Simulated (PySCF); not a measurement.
## Electronic structure of C4H8O2 (SMILES C1COCCO1) in real space

Input file:

```
{"job": {"kind": "nmr", "xc": "PBE0", "basis": "pcSseg-2"}, "charge": 0, "multiplicity": 1}
C      0.551517     1.267478     0.034356
C      1.131873     0.090932     0.786331
O      0.121568    -0.835550     1.121660
C     -0.552252    -1.268497    -0.040059
C     -1.132804    -0.092271    -0.792537
O     -0.123774     0.835549    -1.126604
H     -0.142473     1.815509     0.689657
H      1.340730     1.949581    -0.289058
H      1.898538    -0.398885     0.167027
H      1.591763     0.415973     1.722012
H     -1.341160    -1.951317     0.282547
H      0.143230    -1.815702    -0.694424
H     -1.591321    -0.417880    -1.728709
H     -1.901208     0.396126    -0.174128
```

Launched as:

```sh
OMP_NUM_THREADS=2 python probes_run.py task.json out
```

Geometry: PBE0-D3(BJ)/def2-TZVP.

These are results of PBE0/pcSseg-2, SCF density, gas phase, non-relativistic (PySCF), not measurements.

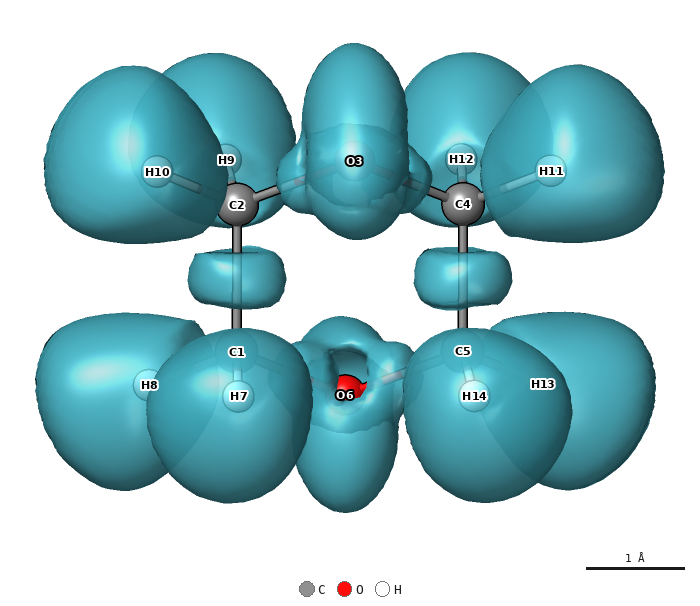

Figure 1. Isosurface of the ELF at 0.75 (cyan), seen across its widest extent. Core shells and regions of very low density are left out.

### Identify the bonds, lone pairs and shells in this picture.

At this value the surface marks out two regions between bonded C–C atoms (shared pairs), eight regions around hydrogen nuclei and two regions on O in which the atom's valence shell and bonds are merged. Profiles from the grid: C–O (1.41 Å): the ELF peaks at about 0.90 between the atoms (a shared but strongly polarised pair). C–C (1.51 Å): the ELF peaks at about 0.95 between the atoms; localised, covalent bonding.

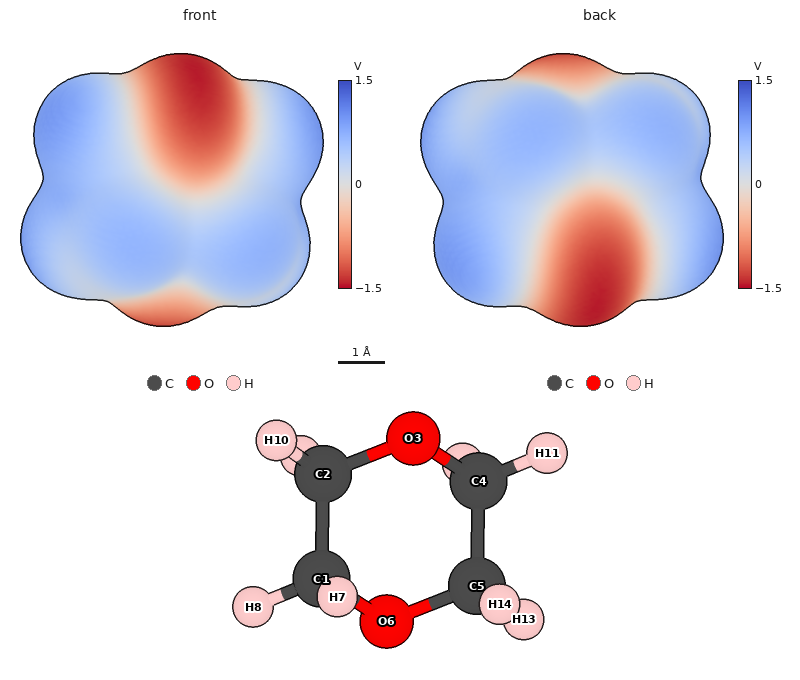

Figure 2. The electrostatic potential painted on the density surface at 0.002 e/bohr³, seen from the front and from behind; the colour scale runs from red (negative) to blue (positive). The bare structure is drawn below in the same view.

### Which sites attract a positive test charge, and which a negative one?

A positive charge is drawn to the negative regions and a negative charge to the positive ones. The most negative region (about −1.4 V) lies over O3 and O6, the most positive (about +0.9 V) over H8, H10, H11 and H13.

### How polar is the molecule by this calculation?

Its dipole moment is zero.

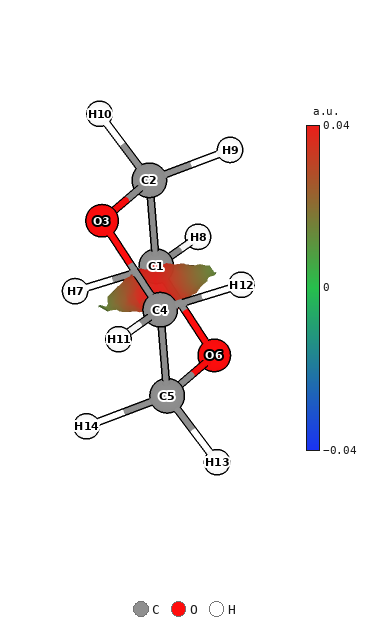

Figure 3. Non-covalent interaction (NCI) plot: the surface where the reduced density gradient is 0.6, for densities under 0.05 a.u., coloured by sign(λ₂)ρ; seen at an oblique angle.

### What holds or crowds the atoms apart from the covalent bonds?

Inside the ring or cage of C1, C2, O3, C4, C5 and O6: steric crowding (red).
